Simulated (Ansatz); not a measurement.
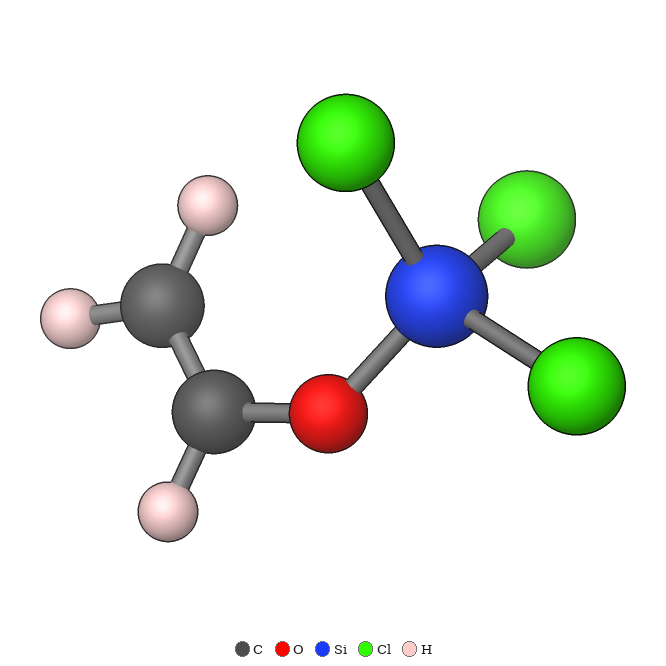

The computed structure is the end point of a PBE0-D4/def2-TZVP optimisation. No frequency run is at hand to confirm it as a minimum.

Draw it as a skeletal formula.

SMILES: C=CO[Si](Cl)(Cl)Cl

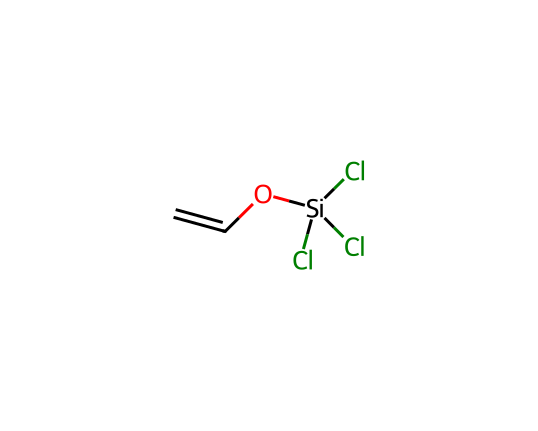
